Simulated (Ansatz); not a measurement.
System: H₅NO₂Si.

Input

```
crystal:
  periodic: [false, false, false]
  atoms:
    - {symbol: "N", position_ang: [-0.874760, 3.168074, 2.506625]}
    - {symbol: O, position_ang: [1.937688, 3.366937, 2.244798]}
    - {symbol: O, position_ang: [0.285506, 2.501437, 0.126272]}
    - {symbol: Si, position_ang: [0.713683, 3.576975, 1.332995]}
    - {symbol: H, position_ang: [-1.332923, 4.004031, 2.873009]}
    - {symbol: H, position_ang: [-1.565768, 2.591874, 2.023258]}
    - {symbol: H, position_ang: [-0.489019, 2.642277, 3.294168]}
    - {symbol: H, position_ang: [0.218876, 4.898805, 0.864250]}
    - {symbol: H, position_ang: [0.944239, 1.799256, 0.018123]}
basis:
  gaussian:
    orbitals: def2-TZVPD
hamiltonian:
  xc: pbe0
output:
  forces: true
  orbitals: {seedname: orbitals}
```

Command:

```sh
ansatz run input.yaml --threads 2 --pin off --max-ram 4350MiB --events-out events.jsonl --progress --plain --runs-dir runs
```

Geometry: B3LYP/6-31G*.

Computed with isolated molecule in a Gaussian basis; Kohn-Sham density functional theory, functional PBE0 in Ansatz 0.2.0.

What can the converged electron density and electron localisation function tell about the bonding?

Si–O (1.54 Å): the density is about 1.5 e/Å³ at the midpoint; the ELF peaks at about 0.85 between the atoms, as expected for a short, strongly polar bond.
Si–N (2.02 Å): ρ at the midpoint is about 0.61 e/Å³; the ELF peaks at about 0.95 between the atoms: a polar covalent bond.

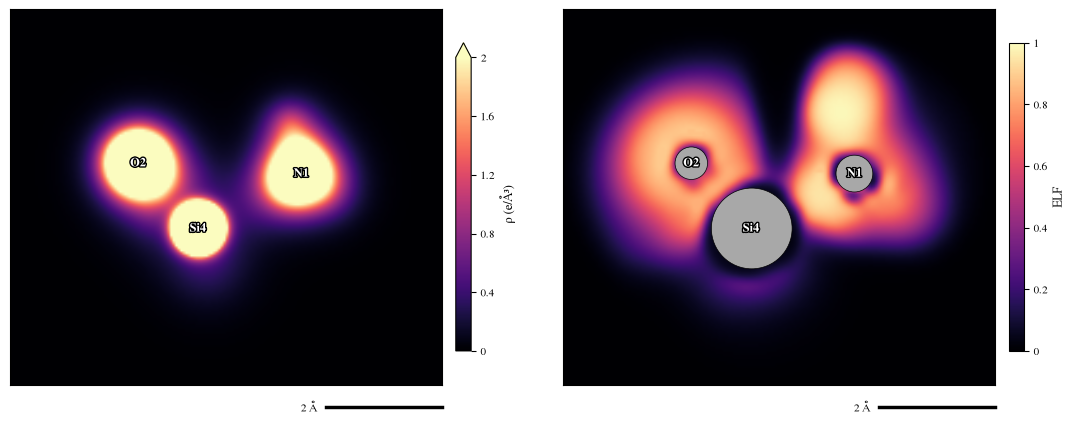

Computed electron density and electron localisation function on the plane of atoms N1, Si4 and O2, in this order. Grey discs cover the atomic cores in the ELF map. 
